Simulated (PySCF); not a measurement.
# C₅H₇NOS: magnetic properties

Wanted: magnetic properties for C₅H₇NOS (`[H]/N=C/[C@@H]1C=C[S@@](=O)C1`).

Computed with PySCF 2.14.0 and routines of our own; the level stands in each step. Atoms count from 0.

### Step 1. The system as given

15 atoms, charge 0, multiplicity 1; geometry from: GFN2-xTB.

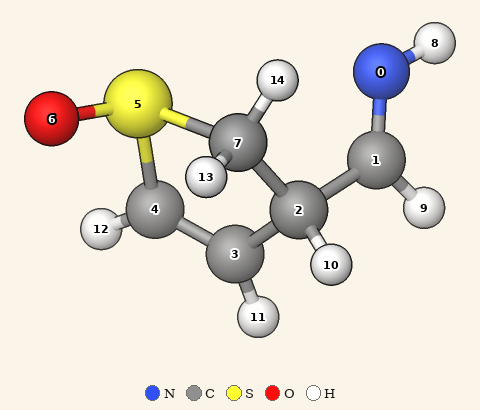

The starting geometry (nitrogen blue, carbon grey, sulfur yellow, oxygen red, hydrogen white).

### Step 2. Magnetic properties: GIAO B97-2/pcSseg-1

The job: settings as JSON, then the geometry in Å.

```
{"job": {"kind": "mag", "xc": "B97-2", "basis": "pcSseg-1", "isotopologues": 2}, "charge": 0, "multiplicity": 1}
N     -1.955347    -0.067538     1.137425
C     -1.693039     0.046763    -0.080416
C     -0.347065     0.545663    -0.535926
C      0.353156    -0.621105    -1.185254
C      1.280479    -1.210173    -0.459171
S      1.533399    -0.463898     1.183287
O      2.929556    -0.021685     1.232741
C      0.532290     0.997715     0.620924
H     -2.875944    -0.431949     1.366695
H     -2.369064    -0.220094    -0.905273
H     -0.509289     1.348572    -1.264904
H      0.047477    -0.937898    -2.171536
H      1.875145    -2.060310    -0.738041
H      1.254567     1.753276     0.317843
H     -0.060735     1.350651     1.459694
```

Method: GIAO B97-2/pcSseg-1 magnetisability, rotational g tensor and spin-rotation constants, non-relativistic, gas phase.

On the command line:

```
> OMP_NUM_THREADS=1 python excited_run.py task.json out
```

This one command runs all jobs of the session in turn.

Output:

```text
coarse grid: 13544 points
cycle   1  E = -722.4330639637  dE =  1.529e+00  |g| = 9.471e-01  |ddm| = 3.816e+00
cycle   2  E = -721.4123525569  dE =  1.021e+00  |g| = 2.345e+00  |ddm| = 4.395e+00
cycle   3  E = -722.5926017480  dE = -1.180e+00  |g| = 2.987e-01  |ddm| = 3.863e+00
cycle   4  E = -722.6093970374  dE = -1.680e-02  |g| = 1.653e-01  |ddm| = 5.238e-01
cycle   5  E = -722.6149676795  dE = -5.571e-03  |g| = 5.126e-02  |ddm| = 1.702e-01
cycle   6  E = -722.6155166440  dE = -5.490e-04  |g| = 1.604e-02  |ddm| = 4.940e-02
cycle   7  E = -722.6155715172  dE = -5.487e-05  |g| = 4.515e-03  |ddm| = 1.826e-02
cycle   8  E = -722.6155762185  dE = -4.701e-06  |g| = 1.632e-03  |ddm| = 6.553e-03
final grid: 127592 points
cycle   9  E = -722.6672965668  dE = -5.754e-05  |g| = 6.077e-03  |ddm| = 3.583e-02
cycle  10  E = -722.6672768886  dE =  1.968e-05  |g| = 1.144e-02  |ddm| = 1.592e-02
cycle  11  E = -722.6673029584  dE = -2.607e-05  |g| = 9.075e-04  |ddm| = 1.158e-02
cycle  12  E = -722.6673030966  dE = -1.382e-07  |g| = 4.219e-04  |ddm| = 1.276e-03
cycle  13  E = -722.6673031382  dE = -4.153e-08  |g| = 9.648e-05  |ddm| = 4.680e-04
cycle  14  E = -722.6673031402  dE = -2.041e-09  |g| = 4.216e-05  |ddm| = 1.395e-04
cycle  15  E = -722.6673031406  dE = -3.954e-10  |g| = 1.363e-05  |ddm| = 5.758e-05
converged SCF energy = -722.6673031406

Magnetisability tensor (1e-30 J/T^2)
    -1131.79      -13.15      -30.35
      -13.15    -1176.41       20.15
      -30.35       20.15     -884.09
isotropic -1064.10   principal values   -1180.48  -1132.96   -878.86
isotropic susceptibility -64.081 1e-6 cm^3/mol

Inertial axes            a          b          c
rot. const./GHz      3.4798     1.3657     1.1860
chi total           -68.143    -54.360    -69.741
chi diamagnetic    -456.338   -954.946  -1086.479
chi paramagnetic    388.196    900.586   1016.737
quadrupole/D A       -5.952      2.731      3.221
g nuclear            0.5955     0.5504     0.5511
g electronic        -0.6346    -0.5778    -0.5665
g total             -0.0391    -0.0275    -0.0155

Spin-rotation constants (kHz, H = +C I.J)
atom  isotope        aa         bb         cc
  0    14N        0.700      0.258      0.157
  8     1H        0.177     -0.110     -0.029
  9     1H        0.097     -0.024     -0.111
 10     1H       -0.310     -0.127      0.031
 11     1H       -0.261      0.104     -0.138
 12     1H       -0.157     -0.011     -0.072
 13     1H       -0.256     -0.173      0.023
 14     1H       -0.261      0.062     -0.132
  1    13C*       1.658      0.486      0.334
  2    13C*       0.672      0.297      0.238
  3    13C*       0.882      0.649      0.276
  4    13C*       1.068      0.621      0.319
  5    33S*       1.449      0.612      0.534
  6    17O*      -1.001     -0.026     -0.060
  7    13C*       0.630      0.378      0.209
* in the singly substituted isotopologue

Isotopologues: g along a, b, c
2H    at 8,9,10,11,12,1    -0.0331    -0.0253    -0.0145
15N   at 0                 -0.0386    -0.0272    -0.0153
```

Wall time 56 s (1 thread of Arm Neoverse N1, shared host); peak memory 0.8 GiB.

Key values:

```tsv
quantity	value
magnetisability	-1064·10⁻³⁰ J/T²
molar susceptibility	-64.1·10⁻⁶ cm³/mol
rotational g (a, b, c)	-0.0391, -0.0275, -0.0155
```

Orbitals, density, ELF and potential are computed afterwards from the orbital file.

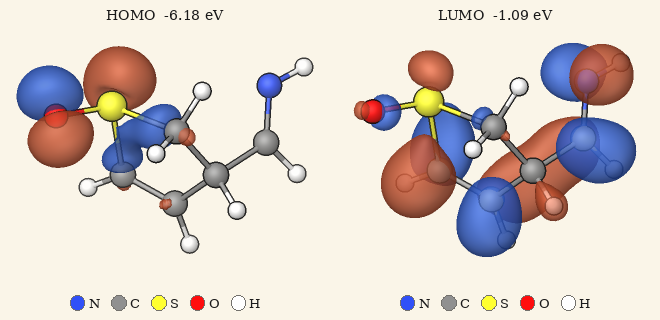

Frontier orbitals at B97-2/pcSseg-1; each surface holds 70 % of the orbital's density, blue and red mark the sign.

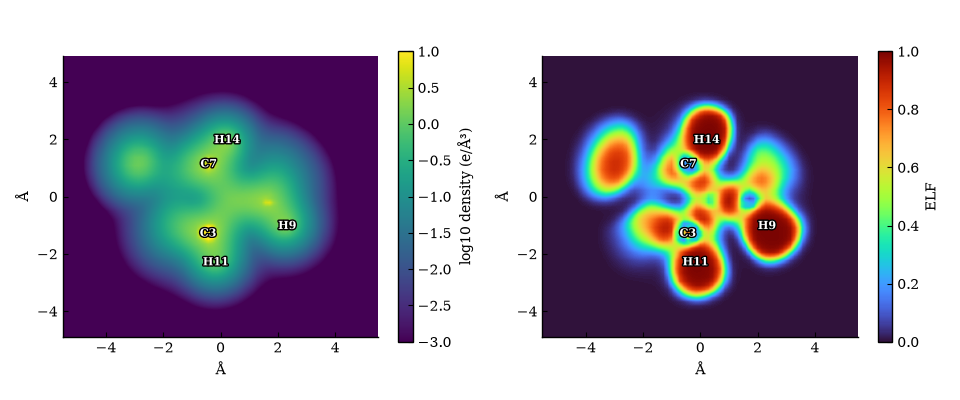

Density (left) and ELF (right) in a plane through or near 5 of the atoms.

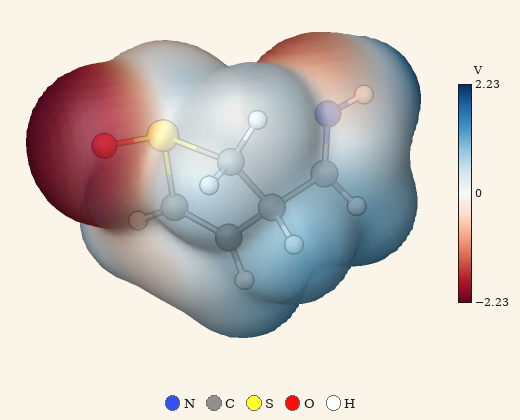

The potential that a unit positive charge feels on the 0.002 e/bohr³ surface, from -2.23 V near O6 to 1.64 V near H8.

### Step 3. Magnetic properties: GIAO CAM-B3LYP/ANO-RCC-VDZP, grid 3

Settings changed since step 2:

```diff
@@ -1,2 +1,2 @@
-{"job": {"kind": "mag", "xc": "B97-2", "basis": "pcSseg-1", "isotopologues": 2}, "charge": 0, "multiplicity": 1}
+{"job": {"kind": "mag", "xc": "CAM-B3LYP", "basis": "ANO-RCC-VDZP", "grid": 3}, "charge": 0, "multiplicity": 1}
 N     -1.955347    -0.067538     1.137425
```

Level: GIAO CAM-B3LYP/ANO-RCC-VDZP magnetisability, rotational g tensor and spin-rotation constants, non-relativistic, gas phase.

Output:

```text
coarse grid: 13544 points
cycle   1  E = -722.3132075929  dE =  1.794e+00  |g| = 9.241e-01  |ddm| = 5.741e+00
cycle   2  E = -721.8985478726  dE =  4.147e-01  |g| = 1.728e+00  |ddm| = 2.419e+00
cycle   3  E = -722.5055936899  dE = -6.070e-01  |g| = 1.384e-01  |ddm| = 1.651e+00
cycle   4  E = -722.5084699043  dE = -2.876e-03  |g| = 9.078e-02  |ddm| = 2.219e-01
cycle   5  E = -722.5102322551  dE = -1.762e-03  |g| = 2.286e-02  |ddm| = 8.758e-02
cycle   6  E = -722.5103405385  dE = -1.083e-04  |g| = 5.643e-03  |ddm| = 2.425e-02
cycle   7  E = -722.5103501913  dE = -9.653e-06  |g| = 1.888e-03  |ddm| = 8.497e-03
final grid: 186112 points
cycle   8  E = -722.5103285452  dE = -2.398e-05  |g| = 4.291e-03  |ddm| = 2.799e-02
cycle   9  E = -722.5103274046  dE =  1.141e-06  |g| = 4.925e-03  |ddm| = 8.940e-03
cycle  10  E = -722.5103334864  dE = -6.082e-06  |g| = 7.552e-04  |ddm| = 5.301e-03
cycle  11  E = -722.5103335952  dE = -1.088e-07  |g| = 2.486e-04  |ddm| = 7.544e-04
cycle  12  E = -722.5103336072  dE = -1.203e-08  |g| = 8.856e-05  |ddm| = 2.611e-04
cycle  13  E = -722.5103336090  dE = -1.760e-09  |g| = 2.881e-05  |ddm| = 1.109e-04
cycle  14  E = -722.5103336092  dE = -2.124e-10  |g| = 6.531e-06  |ddm| = 3.676e-05
converged SCF energy = -722.5103336092

Magnetisability tensor (1e-30 J/T^2)
    -1132.18      -23.09      -32.40
      -23.09    -1150.21       29.28
      -32.40       29.28     -863.53
isotropic -1048.64   principal values   -1166.12  -1123.58   -856.22
isotropic susceptibility -63.151 1e-6 cm^3/mol

Inertial axes            a          b          c
rot. const./GHz      3.4798     1.3657     1.1860
chi total           -68.047    -52.655    -68.750
chi diamagnetic    -455.947   -955.573  -1086.914
chi paramagnetic    387.901    902.918   1018.164
quadrupole/D A       -6.996      3.416      3.580
g nuclear            0.5955     0.5504     0.5511
g electronic        -0.6341    -0.5793    -0.5673
g total             -0.0386    -0.0290    -0.0162

Spin-rotation constants (kHz, H = +C I.J)
atom  isotope        aa         bb         cc
  0    14N        0.687      0.255      0.152
  8     1H        0.184     -0.109     -0.029
  9     1H        0.105     -0.022     -0.110
 10     1H       -0.309     -0.129      0.030
 11     1H       -0.257      0.108     -0.139
 12     1H       -0.154     -0.004     -0.072
 13     1H       -0.258     -0.177      0.023
 14     1H       -0.262      0.066     -0.132
  1    13C*       1.639      0.496      0.326
  2    13C*       0.647      0.290      0.230
  3    13C*       0.882      0.649      0.266
  4    13C*       1.063      0.612      0.320
  5    33S*       1.354      0.596      0.512
  6    17O*      -0.940     -0.009     -0.046
  7    13C*       0.617      0.381      0.207
* in the singly substituted isotopologue
```

Run time: 2.3 min. Hardware: 1 thread of Arm Neoverse N1, shared host; peak memory 0.8 GiB.

From this job:

```tsv
quantity	value
magnetisability	-1049·10⁻³⁰ J/T²
molar susceptibility	-63.2·10⁻⁶ cm³/mol
rotational g (a, b, c)	-0.0386, -0.0290, -0.0162
```

### Step 4. The levels compared

```tsv
level	ξ (10⁻³⁰ J/T²)	g(a)	g(b)	gap (eV)	functions	time
GIAO B97-2/pcSseg-1	-1064	-0.0391	-0.0275	5.09	178	56 s
GIAO CAM-B3LYP/ANO-RCC-VDZP, grid 3	-1049	-0.0386	-0.0290	8.09	151	2.3 min
```

### Step 5. What came out

| quantity | value |
| --- | --- |
| magnetisability (step 2, GIAO B97-2/pcSseg-1) | -1064·10⁻³⁰ J/T² |
| molar susceptibility (step 2, GIAO B97-2/pcSseg-1) | -64.1·10⁻⁶ cm³/mol |
| rotational g (a, b, c) (step 2, GIAO B97-2/pcSseg-1) | -0.0391, -0.0275, -0.0155 |
| surface potential, least and greatest | -2.23 V and 1.64 V |
| magnetisability over the levels | -1064 to -1049·10⁻³⁰ J/T² |

**Reading.** At B97-2/pcSseg-1, counted by nearest atom on the grid, the HOMO lies on O6 54 %; S5 27 %, the LUMO on C1, C3, C4 about 18 % each; N0 15 %. The magnetisability spreads by 1.5 % over 2 levels, from GIAO B97-2/pcSseg-1 (56 s) to GIAO CAM-B3LYP/ANO-RCC-VDZP, grid 3 (2.3 min); the runs took 56 s to 2.3 min. Two levels can agree by chance, so this spread shows no convergence. Vibrational averaging and real surroundings are missing from these values.
